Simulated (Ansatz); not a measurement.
Take SrTe in the rock salt structure (space group Fm-3m, No. 225; a = 6.607 Å) as the base.

The same geometry is solved again with r2SCAN.

Levels (all Ansatz, a first-principles code, PAW): r2SCAN (500 eV, spin-orbit coupling left out); PBEsol (420 eV, without spin-orbit coupling).

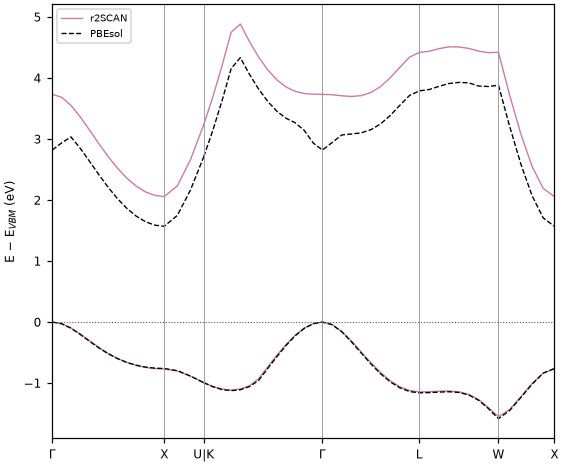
Figure. Highest valence and lowest conduction band along the path, each from its own valence-band maximum

### Question
Read the r2SCAN gap and its character from the plot.

### Answer
About 2.1 eV, indirect, Γ → X.

Single points use the geometry relaxed with PBEsol. With Te present, leaving out spin-orbit coupling can change the band edges. Stability against distortions was not tested.
